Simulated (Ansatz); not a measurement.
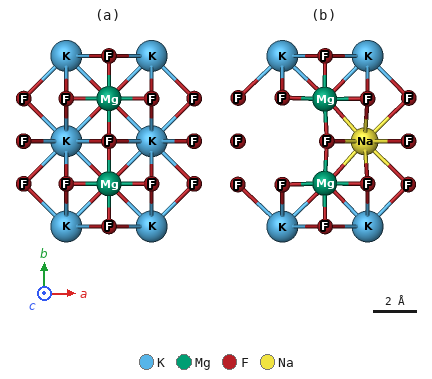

Left: perfect KMgF3. Right: the same region with a pair of point defects, after relaxing the atoms in a supercell of 40 sites. The picture is a ball-and-stick view of the atoms within 4.8 Å of one point, in a slice 4.2 Å thick across the line of sight, seen along the c axis.

The calculation used DFT, PBEsol, PAW, plane waves in Ansatz. Settings: plane-wave cutoff 420 eV; k-point mesh 1 × 1 × 1; mesh shifted by (0.25, 0.25, 0.25); collinear spin. Fermi-Dirac smearing of 0.01 eV. A uniform background neutralises the charged cell. The axes drawn are those of the host's conventional cell.

What kind of defect was made?

A potassium atom is replaced by sodium and a potassium atom is taken out (a vacancy), the two sites 4.0 Å apart.

The charge state of the cell is +1.

How does the lattice respond?

In the host the K atom has 12 F at 2.82 Å; the Na atom ends with 12 F at 2.65 to 2.90 Å. Around the empty K site the host had 12 F at 2.82 Å; after relaxation the nearest atoms are 12 F at 2.87 to 2.91 Å, 8 Mg at 3.41 to 3.43 Å. Of the host's atoms, a fluorine atom moves furthest from its site, by 0.10 Å. The Na atom itself moves 0.14 Å from where it was put. The cell's net moment is 2.00 μB.

Limits of the set-up: the periodic images lie only 8.0 Å apart, so the values are limited by the cell's size; the cell is charged, on a uniform background, and energies carry no finite-size correction.
